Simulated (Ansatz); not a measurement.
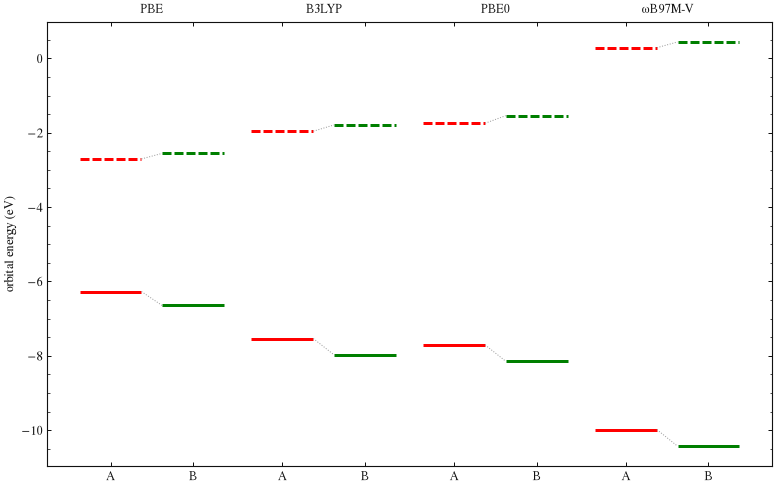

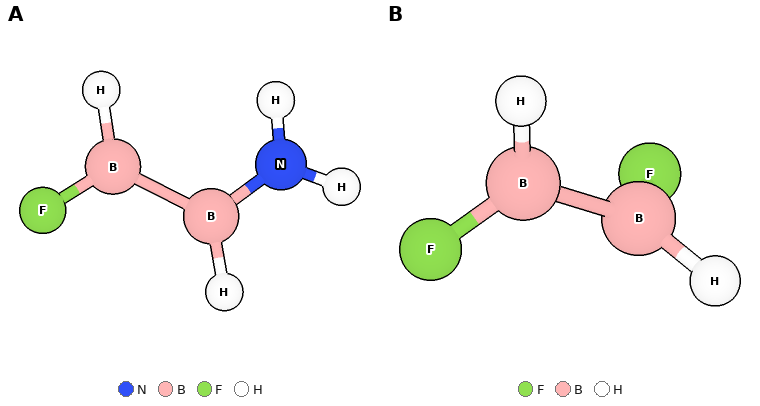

One change: A, B₂NH₄F (SMILES NBBF), becomes B, B₂H₂F₂ (SMILES FBBF). NH₂ on B is replaced by F. HOMO (solid) and LUMO (dashed) computed in def2-TZVPP at PBE0-D4/def2-TZVP geometries, both minima by their frequencies, gas phase, the Ansatz code 0.2.0. Empty levels above zero depend strongly on the basis.

What does the change do to HOMO and LUMO?

Answer. PBE: the HOMO falls by 0.37 eV, the LUMO rises by 0.15 eV, and the separation goes from 3.57 to 4.09 eV. B3LYP: the HOMO falls by 0.44 eV, the LUMO rises by 0.17 eV, and the separation goes from 5.58 to 6.18 eV. PBE0: the HOMO falls by 0.44 eV, the LUMO rises by 0.20 eV, and the separation goes from 5.96 to 6.61 eV. ωB97M-V: the HOMO falls by 0.45 eV, the LUMO rises by 0.15 eV, and the separation goes from 10.28 to 10.87 eV.

Do the functionals agree on the effect?

Answer. They agree on the direction for both levels; the HOMO shift lies between −0.45 and −0.37 eV and the LUMO shift between 0.15 and 0.20 eV, while the separations themselves differ by up to 6.8 eV between functionals.

Known limits of this run: one conformer of each flexible molecule.
